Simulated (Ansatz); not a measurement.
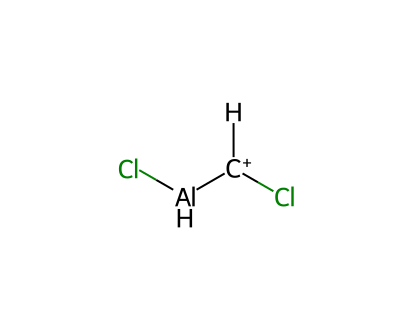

Source: calculation with Ansatz.

2D structure. Charge +1, singlet.

Q: Give its SMILES.

A: Cl[CH+][AlH][Cl]

Q: What is the molecular formula?

A: CH2AlCl2, charge +1.

Q: An optimisation with PBE0-D4/def2-TZVP gave a structure of which point group?

A: C1. Other conformers may differ.
